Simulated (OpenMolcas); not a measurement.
CH₂F₂ (charge −1): single-point calculation (part 2 of 2)

The same run, continued: CH₂F₂, charge −1, multiplicity 2; B3LYP/6-31G*, UKS (OpenMolcas 26.06). The geometry is that of the parent species in another charge or spin state. The geometry comes from this level: PBE0-D4/def2-TZVP.

Geometry of the input (Å):
```
F  -1.0733  0.1912  0.6983
C  0.0101  -0.0169  -0.0823
F  1.0905  -0.1792  0.7132
H  -0.1427  -0.9329  -0.6595
H  0.1653  0.8642  -0.7111
```

## The program's output, continued
```
   14    0.2971    1.0000         17 C2     1s     (-1.807),    44 H4     1s     ( 1.439),    46 H5     1s     ( 1.439),

   15    0.4021    0.0000         21 C2     2py    ( 1.302),    44 H4     1s     ( 1.587),    46 H5     1s     (-1.586),

   16    0.4062    0.0000          3 F1     1s     ( 0.610),    19 C2     2px    ( 1.184),    31 F3     1s     (-0.610),

   17    0.4401    0.0000         17 C2     1s     ( 1.490),    23 C2     2pz    ( 0.902),

   18    0.7422    0.0000         17 C2     1s     ( 0.808),    22 C2     2pz    (-0.864),    23 C2     2pz    ( 1.423),

   19    0.7693    0.0000         18 C2     2px    ( 0.971),    19 C2     2px    (-1.319),

   20    0.8597    0.0000         21 C2     2py    ( 2.147),

--

      All orbitals with orbital energies smaller than  E(LUMO)+0.5 are printed

++    Molecular orbitals:
      -------------------

      Title: UKS-DFT orbitals (beta)

      Molecular orbitals for symmetry species 1: a

      Basis set list:
        1 F1     1s                 11 F1     3d1-               21 C2     2py                31 F3     1s                 41 F3     3d1+
        2 F1     1s                 12 F1     3d0                22 C2     2pz                32 F3     2px                42 F3     3d2+
        3 F1     1s                 13 F1     3d1+               23 C2     2pz                33 F3     2px                43 H4     1s
        4 F1     2px                14 F1     3d2+               24 C2     3d2-               34 F3     2py                44 H4     1s
        5 F1     2px                15 C2     1s                 25 C2     3d1-               35 F3     2py                45 H5     1s
        6 F1     2py                16 C2     1s                 26 C2     3d0                36 F3     2pz                46 H5     1s
        7 F1     2py                17 C2     1s                 27 C2     3d1+               37 F3     2pz
        8 F1     2pz                18 C2     2px                28 C2     3d2+               38 F3     3d2-
        9 F1     2pz                19 C2     2px                29 F3     1s                 39 F3     3d1-
       10 F1     3d2-               20 C2     2py                30 F3     1s                 40 F3     3d0

  Index Energy  Occupation Coefficients ...

    1  -24.4430    1.0000          1 F1     1s     ( 0.756),    29 F3     1s     ( 0.646),

    2  -24.4430    1.0000          1 F1     1s     (-0.646),    29 F3     1s     ( 0.756),

    3  -10.0029    1.0000         15 C2     1s     ( 0.995),

    4   -0.9926    1.0000          2 F1     1s     ( 0.327),     3 F1     1s     ( 0.358),    30 F3     1s     ( 0.327),    31 F3     1s     ( 0.358),

    5   -0.9378    1.0000          2 F1     1s     (-0.357),     3 F1     1s     (-0.377),    30 F3     1s     ( 0.357),    31 F3     1s     ( 0.377),

    6   -0.4185    1.0000          3 F1     1s     ( 0.204),     4 F1     2px    (-0.215),    16 C2     1s     (-0.344),    17 C2     1s     (-0.210),
                                  31 F3     1s     ( 0.204),    32 F3     2px    ( 0.215),

    7   -0.2815    1.0000          4 F1     2px    ( 0.258),     8 F1     2pz    (-0.315),     9 F1     2pz    (-0.199),    18 C2     2px    (-0.303),
                                  32 F3     2px    ( 0.257),    36 F3     2pz    ( 0.319),    37 F3     2pz    ( 0.201),

    8   -0.2669    1.0000          6 F1     2py    ( 0.326),     7 F1     2py    ( 0.212),    20 C2     2py    ( 0.325),    21 C2     2py    ( 0.169),
                                  34 F3     2py    ( 0.326),    35 F3     2py    ( 0.212),

    9   -0.2647    1.0000          4 F1     2px    (-0.307),     5 F1     2px    (-0.203),    22 C2     2pz    (-0.296),    32 F3     2px    ( 0.308),
                                  33 F3     2px    ( 0.203),

   10   -0.1666    1.0000          6 F1     2py    (-0.466),     7 F1     2py    (-0.336),    34 F3     2py    ( 0.466),    35 F3     2py    ( 0.336),

   11   -0.1481    1.0000          4 F1     2px    ( 0.375),     5 F1     2px    ( 0.270),     8 F1     2pz    ( 0.299),     9 F1     2pz    ( 0.200),
                                  32 F3     2px    ( 0.376),    33 F3     2px    ( 0.271),    36 F3     2pz    (-0.293),    37 F3     2pz    (-0.196),

   12   -0.1380    1.0000          8 F1     2pz    ( 0.397),     9 F1     2pz    ( 0.295),    22 C2     2pz    (-0.228),    36 F3     2pz    ( 0.397),
                                  37 F3     2pz    ( 0.295),

   13   -0.0538    1.0000          6 F1     2py    ( 0.326),     7 F1     2py    ( 0.242),    20 C2     2py    (-0.365),    34 F3     2py    ( 0.326),
                                  35 F3     2py    ( 0.242),    43 H4     1s     ( 0.215),    44 H4     1s     ( 0.266),    45 H5     1s     (-0.215),
                                  46 H5     1s     (-0.266),

   14    0.3997    0.0000         17 C2     1s     (-1.657),    23 C2     2pz    ( 1.018),    44 H4     1s     ( 1.419),    46 H5     1s     ( 1.418),

   15    0.4161    0.0000          3 F1     1s     ( 0.623),    19 C2     2px    ( 1.215),    31 F3     1s     (-0.623),

   16    0.4396    0.0000         21 C2     2py    ( 1.292),    44 H4     1s     ( 1.576),    46 H5     1s     (-1.574),

   17    0.4454    0.0000         17 C2     1s     ( 1.578),    23 C2     2pz    ( 0.821),

   18    0.7518    0.0000         17 C2     1s     ( 0.925),    22 C2     2pz    (-0.861),    23 C2     2pz    ( 1.382),

   19    0.7801    0.0000         18 C2     2px    ( 0.983),    19 C2     2px    (-1.288),

   20    0.8728    0.0000         21 C2     2py    ( 2.119),

--

++    Molecular charges:
      ------------------

      Mulliken charges per centre and basis function type
      ---------------------------------------------------

                            F1                      C2                      F3                      H4                      H5
                     alpha        beta       alpha        beta       alpha        beta       alpha        beta       alpha        beta
      1s           1.9729      1.9735      1.3762      1.5304      1.9729      1.9735      0.9816      0.4418      0.9818      0.4418
      2px          0.8388      0.8415      0.2660      0.2595      0.8395      0.8421      0.0000      0.0000      0.0000      0.0000
      2pz          0.8978      0.8982      0.4823      0.3499      0.8953      0.8959      0.0000      0.0000      0.0000      0.0000
      2py          0.9671      0.9697      0.4926      0.5448      0.9689      0.9714      0.0000      0.0000      0.0000      0.0000
      3d2+         0.0016      0.0016      0.0122      0.0125      0.0016      0.0015      0.0000      0.0000      0.0000      0.0000
      3d1+         0.0026      0.0024      0.0161      0.0171      0.0027      0.0025      0.0000      0.0000      0.0000      0.0000
      3d0          0.0013      0.0010      0.0059      0.0056      0.0013      0.0010      0.0000      0.0000      0.0000      0.0000
      3d1-         0.0009      0.0010      0.0095      0.0094      0.0009      0.0010      0.0000      0.0000      0.0000      0.0000
      3d2-         0.0013      0.0013      0.0069      0.0069      0.0013      0.0013      0.0000      0.0000      0.0000      0.0000
      Total        4.6844      4.6901      2.6678      2.7361      4.6844      4.6902      0.9816      0.4418      0.9818      0.4418
      Total              9.3746                  5.4038                  9.3746                  1.4234                  1.4236

      Charge           -0.3746                  0.5962                 -0.3746                 -0.4234                 -0.4236

      Total electronic charge=   27.000000

      Total            charge=   -1.000000
--

++    Molecular orbitals:
      -------------------

      Title: Natural orbitals

      Molecular orbitals for symmetry species 1: a

      Basis set list:
        1 F1     1s                 11 F1     3d1-               21 C2     2py                31 F3     1s                 41 F3     3d1+
        2 F1     1s                 12 F1     3d0                22 C2     2pz                32 F3     2px                42 F3     3d2+
        3 F1     1s                 13 F1     3d1+               23 C2     2pz                33 F3     2px                43 H4     1s
        4 F1     2px                14 F1     3d2+               24 C2     3d2-               34 F3     2py                44 H4     1s
        5 F1     2px                15 C2     1s                 25 C2     3d1-               35 F3     2py                45 H5     1s
        6 F1     2py                16 C2     1s                 26 C2     3d0                36 F3     2pz                46 H5     1s
        7 F1     2py                17 C2     1s                 27 C2     3d1+               37 F3     2pz
        8 F1     2pz                18 C2     2px                28 C2     3d2+               38 F3     3d2-
        9 F1     2pz                19 C2     2px                29 F3     1s                 39 F3     3d1-
       10 F1     3d2-               20 C2     2py                30 F3     1s                 40 F3     3d0

  Index Energy  Occupation Coefficients ...

    1  -24.4429    2.0000          1 F1     1s     ( 0.758),    29 F3     1s     ( 0.645),

    2  -24.4429    2.0000          1 F1     1s     (-0.645),    29 F3     1s     ( 0.758),

    3   -9.9322    2.0000         15 C2     1s     ( 0.997),

    4   -0.8913    2.0000          2 F1     1s     (-0.349),     3 F1     1s     (-0.411),    30 F3     1s     (-0.349),    31 F3     1s     (-0.411),

    5   -0.8160    2.0000          2 F1     1s     ( 0.342),     3 F1     1s     ( 0.370),    30 F3     1s     (-0.342),    31 F3     1s     (-0.370),

    6   -0.1663    2.0000          6 F1     2py    (-0.466),     7 F1     2py    (-0.336),    34 F3     2py    ( 0.465),    35 F3     2py    ( 0.336),

    7   -0.2323    2.0000          4 F1     2px    ( 0.366),     5 F1     2px    ( 0.260),     8 F1     2pz    ( 0.272),     9 F1     2pz    ( 0.185),
                                  32 F3     2px    ( 0.368),    33 F3     2px    ( 0.261),    36 F3     2pz    (-0.267),

    8   -0.3897    2.0000          4 F1     2px    (-0.323),     5 F1     2px    (-0.211),     8 F1     2pz    (-0.225),     9 F1     2pz    (-0.176),
                                  32 F3     2px    ( 0.323),    33 F3     2px    ( 0.211),    36 F3     2pz    (-0.220),    37 F3     2pz    (-0.173),

    9   -0.2419    2.0000          6 F1     2py    ( 0.418),     7 F1     2py    ( 0.282),    34 F3     2py    ( 0.418),    35 F3     2py    ( 0.282),

   10   -0.3688    2.0000          8 F1     2pz    ( 0.382),     9 F1     2pz    ( 0.267),    16 C2     1s     (-0.253),    36 F3     2pz    ( 0.384),
                                  37 F3     2pz    ( 0.269),

   11   -0.3206    1.9999          4 F1     2px    ( 0.229),     8 F1     2pz    (-0.336),     9 F1     2pz    (-0.211),    18 C2     2px    (-0.325),
                                  32 F3     2px    ( 0.227),    36 F3     2pz    ( 0.340),    37 F3     2pz    ( 0.213),

   12   -0.2550    1.9996         16 C2     1s     ( 0.268),    17 C2     1s     ( 0.228),    22 C2     2pz    (-0.333),    43 H4     1s     ( 0.201),
                                  45 H5     1s     ( 0.201),

   13   -0.0849    1.9991         20 C2     2py    (-0.444),    43 H4     1s     ( 0.239),    44 H4     1s     ( 0.303),    45 H5     1s     (-0.239),
                                  46 H5     1s     (-0.303),

   14    0.3488    1.0000         17 C2     1s     (-1.811),    44 H4     1s     ( 1.437),    46 H5     1s     ( 1.437),

   15    0.4330    0.0009         21 C2     2py    ( 1.143),    44 H4     1s     ( 1.604),    46 H5     1s     (-1.604),

   16    1.0286    0.0004         17 C2     1s     (-2.827),

   17    0.6413    0.0001         18 C2     2px    ( 0.816),

   18    0.8668    0.0000          3 F1     1s     (-0.772),    17 C2     1s     ( 0.924),    23 C2     2pz    ( 1.131),    31 F3     1s     (-0.772),

   19    1.0359    0.0000         21 C2     2py    ( 2.481),

   20    1.8368    0.0000          2 F1     1s     ( 0.369),     3 F1     1s     (-0.643),     8 F1     2pz    ( 0.337),    17 C2     1s     ( 0.493),
                                  22 C2     2pz    ( 0.642),    26 C2     3d0    ( 0.482),    28 C2     3d2+   ( 0.625),    30 F3     1s     ( 0.369),
                                  31 F3     1s     (-0.642),    36 F3     2pz    ( 0.337),

   21    1.5820    0.0000          8 F1     2pz    (-0.487),     9 F1     2pz    ( 0.725),    19 C2     2px    (-0.949),    36 F3     2pz    ( 0.488),
                                  37 F3     2pz    (-0.723),

   22    1.4344    0.0000          6 F1     2py    ( 0.623),     7 F1     2py    (-0.654),    34 F3     2py    (-0.623),    35 F3     2py    ( 0.654),

   23    2.0031    0.0000         16 C2     1s     ( 0.689),    17 C2     1s     (-1.139),    26 C2     3d0    (-0.770),

   24    2.1520    0.0000          3 F1     1s     (-0.975),    19 C2     2px    (-0.916),    27 C2     3d1+   (-0.803),    31 F3     1s     ( 0.976),

   25    1.9249    0.0000          2 F1     1s     ( 0.469),     3 F1     1s     (-0.697),     9 F1     2pz    ( 0.635),    17 C2     1s     ( 0.737),
                                  26 C2     3d0    (-0.567),    30 F3     1s     ( 0.470),    31 F3     1s     (-0.697),    37 F3     2pz    ( 0.635),

   26    1.4278    0.0000         19 C2     2px    ( 1.099),    27 C2     3d1+   ( 0.615),

   27    1.3093    0.0000         17 C2     1s     ( 3.357),

   28    1.7125    0.0000          2 F1     1s     ( 0.585),     3 F1     1s     (-0.773),    18 C2     2px    ( 0.706),    19 C2     2px    (-0.969),
                                  27 C2     3d1+   ( 0.540),    30 F3     1s     (-0.582),    31 F3     1s     ( 0.761),

   29    1.3235    0.0000         16 C2     1s     (-0.988),    17 C2     1s     ( 1.969),    23 C2     2pz    (-1.243),

   30    1.0937    0.0000         20 C2     2py    ( 0.735),    21 C2     2py    (-0.912),    43 H4     1s     ( 0.745),    44 H4     1s     (-1.161),
                                  45 H5     1s     (-0.740),    46 H5     1s     ( 1.161),

   31    2.1348    0.0000         12 F1     3d0    ( 0.523),    16 C2     1s     (-0.568),    17 C2     1s     ( 0.874),    28 C2     3d2+   (-0.541),
                                  40 F3     3d0    ( 0.524),    43 H4     1s     (-0.561),    45 H5     1s     (-0.565),

   32    1.7325    0.0000          5 F1     2px    (-0.615),    17 C2     1s     ( 1.124),    33 F3     2px    ( 0.617),

   33    2.2683    0.0000         25 C2     3d1-   (-0.981),    43 H4     1s     ( 0.592),    45 H5     1s     (-0.593),

   34    1.5671    0.0000          4 F1     2px    ( 0.582),     5 F1     2px    (-0.923),    32 F3     2px    ( 0.580),    33 F3     2px    (-0.920),

   35    1.6009    0.0000          4 F1     2px    (-0.406),     5 F1     2px    ( 0.643),     9 F1     2pz    (-0.387),    16 C2     1s     (-0.466),
                                  32 F3     2px    ( 0.408),    33 F3     2px    (-0.647),    37 F3     2pz    (-0.398),

   36    1.6981    0.0000          7 F1     2py    (-0.859),    21 C2     2py    ( 1.188),    35 F3     2py    (-0.861),    44 H4     1s     ( 0.594),
                                  46 H5     1s     (-0.594),

   37    1.9616    0.0000          9 F1     2pz    (-0.323),    12 F1     3d0    (-0.590),    37 F3     2pz    ( 0.319),    40 F3     3d0    ( 0.584),

   38    2.1710    0.0000          3 F1     1s     (-1.014),    17 C2     1s     ( 1.715),    31 F3     1s     (-0.912),

   39    1.7628    0.0000          7 F1     2py    ( 0.364),    10 F1     3d2-   (-0.386),    24 C2     3d2-   ( 0.610),    35 F3     2py    (-0.368),
                                  38 F3     3d2-   (-0.374),

   40    2.0132    0.0000          3 F1     1s     (-0.402),    11 F1     3d1-   (-0.721),    21 C2     2py    ( 0.583),    31 F3     1s     ( 0.402),
                                  39 F3     3d1-   (-0.511),

   41    2.2443    0.0000          3 F1     1s     (-1.208),    19 C2     2px    (-0.827),    30 F3     1s     (-0.765),    31 F3     1s     ( 1.370),

   42    2.0701    0.0000         11 F1     3d1-   (-0.527),    39 F3     3d1-   ( 0.752),

   43    2.9855    0.0000          3 F1     1s     (-1.834),    17 C2     1s     ( 1.980),    31 F3     1s     (-1.673),

   44    2.8110    0.0000          3 F1     1s     (-0.902),     5 F1     2px    (-0.597),    14 F1     3d2+   (-0.665),    18 C2     2px    (-0.767),
                                  30 F3     1s     (-0.524),    31 F3     1s     ( 1.027),    33 F3     2px    (-0.592),

   45    2.5748    0.0000         21 C2     2py    ( 0.771),    24 C2     3d2-   ( 0.547),    35 F3     2py    (-0.544),    38 F3     3d2-   ( 0.839),

   46    2.7540    0.0000          3 F1     1s     ( 0.858),     7 F1     2py    (-0.499),    10 F1     3d2-   (-0.814),    18 C2     2px    ( 0.754),
                                  21 C2     2py    ( 0.510),    27 C2     3d1+   ( 0.497),    30 F3     1s     ( 0.465),    31 F3     1s     (-0.917),
                                  33 F3     2px    ( 0.517),

--

++    Molecular properties:
      ---------------------

      Charge (e):
                      =   -1.0000
      Dipole Moment (debye):
      Origin of the operator (angstrom)=    0.0091   -0.0008    0.4700
                   X= -6.7224E-03               Y=  9.4497E-02               Z=  3.2906E+00           Total=  3.2920E+00
      Center of Charge (angstrom)
                     X=    0.01045027               Y=   -0.02052078               Z=   -0.21505597
      Quadrupole Moment (debye*angstrom):
      Origin of the operator (angstrom)=    0.0091   -0.0008    0.4700
                  XX= -2.1428E+01              XY= -7.0222E-01              XZ=  2.6248E-02              YY= -2.5408E+01
                  YZ=  3.5090E-02              ZZ= -2.4210E+01
      In traceless form (debye*angstrom)
                  XX=  3.3812E+00              XY= -1.0533E+00              XZ=  3.9373E-02              YY= -2.5890E+00
                  YZ=  5.2634E-02              ZZ= -7.9221E-01
--

--- Stop Module: scf /rc=_RC_ALL_IS_WELL_ ---
--- Module scf spent 13 seconds ---

.##################.
.# Happy landing! #.
.##################.

    Timing: Wall=14.63 User=12.63 System=1.88
```

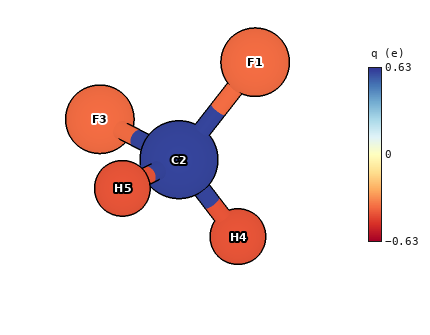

Mulliken charges, as the colour of each atom (ball-and-stick view, seen at a tilt; atoms are numbered from 1 in the order of the input). By element: F −0.37, C +0.60 and H −0.42 e.
